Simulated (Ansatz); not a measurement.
A series of calculations on HfNH4OCl2F

## 1. Relaxation

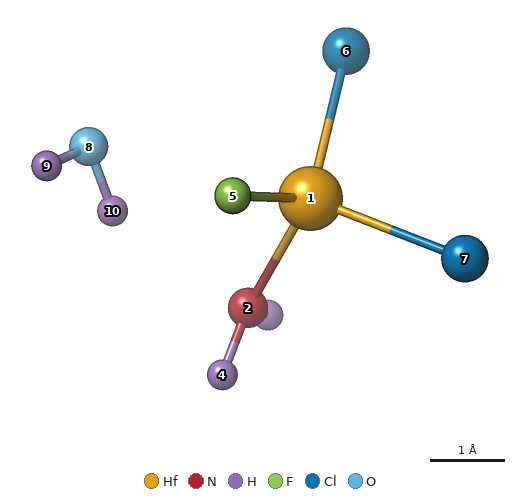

HfNH4OCl2F, before the relaxation. Style: ball-and-stick. Shown at a tilt.

The run prepares an end point of a later path (reaction) calculation, from a guessed geometry.

Level of theory: Ansatz, RKS PBE-D4/def2-SVP.

The input:
```yaml
crystal:
  periodic: [false, false, false]
  atoms:
    - { symbol: Hf, position_ang: [-0.129412, -0.108615, 0.04937] }
    - { symbol: "N", position_ang: [-0.124331, -0.092624, 2.202516] }
    - { symbol: H, position_ang: [-0.962395, 0.099242, 2.764761] }
    - { symbol: H, position_ang: [0.518016, -0.665524, 2.763484] }
    - { symbol: F, position_ang: [1.693266, -0.150502, -0.540464] }
    - { symbol: Cl, position_ang: [-1.623963, 1.490753, -0.822631] }
    - { symbol: Cl, position_ang: [-1.007951, -2.185167, -0.622186] }
    - { symbol: O, position_ang: [1.199228, 2.562161, 1.355209] }
    - { symbol: H, position_ang: [2.159429, 2.393067, 1.303179] }
    - { symbol: H, position_ang: [0.896912, 1.914108, 2.047063] }
basis:
  gaussian: { orbitals: def2-SVP }
hamiltonian:
  xc: pbe
  dispersion: d4
relax:
  f_tol: 0.03
  max_steps: 50
output:
  orbitals: {}
```

Launched with:
```bash
ansatz run input.yaml --threads 4 --pin off --max-ram 5120MiB --backend cpu --events-out ev --progress --plain --runs-dir out
```

Where does the relaxation end?

The energy falls by 48.2 kJ/mol in 11 geometry steps. Largest force component: 1.9 eV/Å at the start, 0.026 eV/Å at the end. The largest move after the best rigid fit is that of O8, 0.51 Å. Largest moves by element: O 0.51 Å, H 0.47 Å, Hf 0.36 Å, Cl 0.35 Å, F 0.27 Å, N 0.08 Å. Near-neighbour distances that change, for instance: Hf1–O8 3.256 → 2.400 Å, Hf1–H9 3.615 → 2.944 Å, Hf1–H10 3.023 → 2.645 Å, Hf1–N2 2.153 → 2.056 Å. New bonds form, among them: Hf1–O8 (3.26 → 2.40 Å). Among the angles between lasting bonds that change: F5–Hf1–Cl7 104.4° → 97.4°, N2–Hf1–Cl7 107.0° → 101.6°, F5–Hf1–Cl6 120.3° → 125.3°.

The structure at the end:

```xyz
10

Hf    0.0094    0.1583    0.2379
N    -0.1657   -0.0812    2.2719
H    -1.0575    0.0485    2.7661
H     0.3831   -0.7704    2.8013
F     1.8378   -0.0008   -0.3750
Cl   -1.6252    1.6220   -0.6766
Cl   -0.7664   -1.9435   -0.5580
O     1.0381    2.1483    1.0992
H     1.9911    2.2330    0.8990
H     0.9740    1.8427    2.0344
```

The end point in the same view:

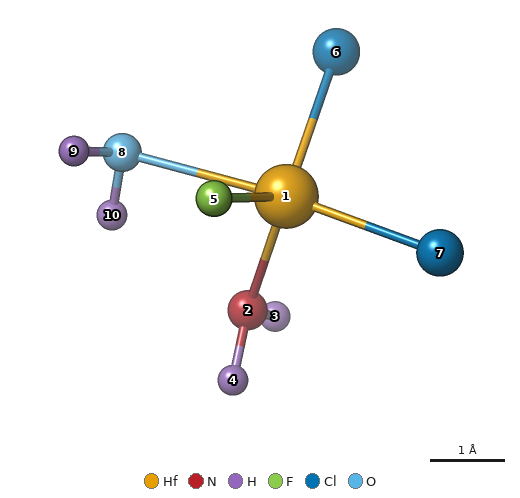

Limits of the set-up: the start holds two separate molecules, 2.3 Å apart at their closest, whose relative position is a soft coordinate.

## 2. Relaxation

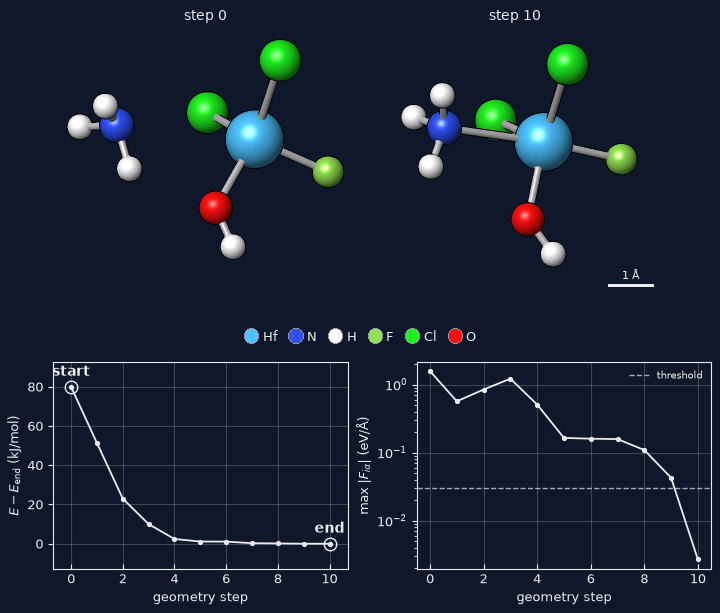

First and last geometry of a relaxation of HfNH₄OCl₂F, with the history of the run. The picture is a ball-and-stick view, seen at a tilt.

The run prepares an end point of a later path (reaction) calculation, from a guessed geometry.

All numbers below come from Ansatz, RKS PBE-D4/def2-SVP. Set-up: no spin polarisation; force threshold 0.03 eV/Å; at most 50 steps.

Q: Read the history and describe the run.

A: It converged. The largest move after the best rigid fit is that of an H atom, 0.76 Å. Largest moves by element: H 0.76 Å, Cl 0.60 Å, Hf 0.50 Å, F 0.47 Å, N 0.45 Å, O 0.27 Å. Some distances before and after: H–Hf 4.088 → 3.004 Å, H–Hf 4.031 → 3.005 Å, Hf–N 3.387 → 2.446 Å, H–Hf 3.270 → 2.941 Å. New bonds form, among them: Hf–N (3.39 → 2.45 Å). Among the angles between lasting bonds that change: F–Hf–O 102.5° → 96.8°, F–Hf–Cl 104.5° → 99.3°, F–Hf–Cl 104.4° → 99.3°. The energy falls by 79.9 kJ/mol in 10 geometry steps. The largest force component goes from 1.6 to 0.0027 eV/Å.

Limits of the set-up: the start holds two separate molecules, 2.2 Å apart at their closest, whose relative position is a soft coordinate.

## 3. Path

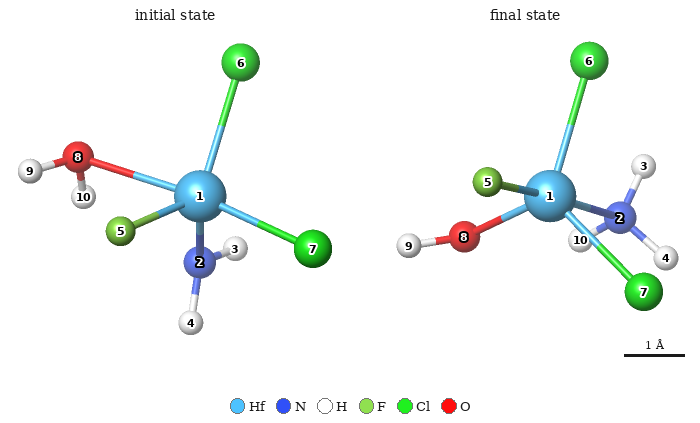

The two relaxed end points of a path for HfNH4OCl2F. A ball-and-stick model, seen from a free direction.

The calculation used RKS PBE-D4/def2-SVP (Ansatz 0.2.0).

Settings: 7 movable images; climbing image; force threshold 0.03 eV/Å; iteration limit 60.

Start:
```xyz
10

Hf    0.0080    0.1583    0.2383
N    -0.1646   -0.0805    2.2726
H    -1.0557    0.0501    2.7679
H     0.3842   -0.7701    2.8015
F     1.8354   -0.0026   -0.3769
Cl   -1.6265    1.6233   -0.6744
Cl   -0.7708   -1.9429   -0.5561
O     1.0396    2.1476    1.0978
H     1.9925    2.2313    0.8964
H     0.9765    1.8423    2.0332
```

End:
```xyz
10

Hf    0.3537    0.4460    0.0514
N    -0.3534    0.2774    2.3870
H    -1.2967    0.6552    2.5530
H    -0.3449   -0.6880    2.7448
F     1.0226    0.6664   -1.7396
Cl   -1.8167    1.4274   -0.2237
Cl    0.5993   -1.9295    0.2662
O     1.7035    1.5478    0.9418
H     2.4519    2.0311    0.5517
H     0.2996    0.8231    2.9676
```

**What barrier does the band find between them, and by what path?**

The highest point, image 2, lies 2.2 kcal/mol above the start and 27.9 kcal/mol above the end; the end is at −25.8 kcal/mol relative to the start. A hydrogen atom shifts from one atom to another. Breaking: O8–H10 (0.99 → 1.11 at the top → 2.57 Å). Forming: N2–H10 (2.25 → 1.47 at the top → 1.03 Å). The band converged in 22 iterations. The largest component of the band force went from 26 to 0.026 eV/Å. The climbing image converged on the top of the path. Its vibrational analysis gives one imaginary mode (458i cm⁻¹), as a transition state must have.

Energies of the converged images:

```
image  path (Å)  E (kcal/mol)
    0      0.00           0.0
    1      0.50           0.5
    2      0.99           2.2
    3      1.67         -13.7
    4      2.35         -20.1
    5      3.03         -23.1
    6      3.71         -25.3
    7      4.39         -25.7
    8      5.07         -25.8
```

The geometry at the top of the path:

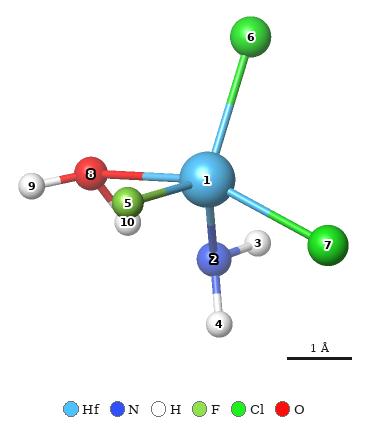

Cost: 2.5 min on 4 threads of Intel(R) Xeon(R) 6975P-C (Granite Rapids), with other jobs on the host, peak memory 0.22 GiB.
